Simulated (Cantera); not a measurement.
Feed: 1 mol Ti(OiPr)₄, 5.3 mol H₂, held at 1.33 mbar.

These are equilibrium values from Cantera (NASA tables, ideal gas, pure condensed phases), not measurements of a reactor. Candidate condensed phases: C, C₆H₆, C₇H₈, C₈H₁₈, H₂O, Ti, TiC, TiO, TiO₂, Ti₂O₃, Ti₃O₅, Ti₄O₇; 113 gas species. The feed counts by its element totals alone. TiC: taken at fixed stoichiometry. Kinetics and transport are ignored.

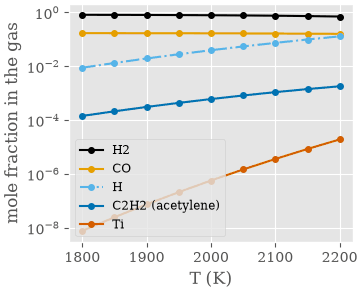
*Equilibrium gas composition (values under 1e-9 drawn at 1e-9)*

**Question.** Read off the mole fractions at 2000 K.

**Answer.** H₂ about 0.79, CO about 0.17, H about 0.040, C₂H₂ (acetylene) about 0.00061, Ti about 5.7e-7.
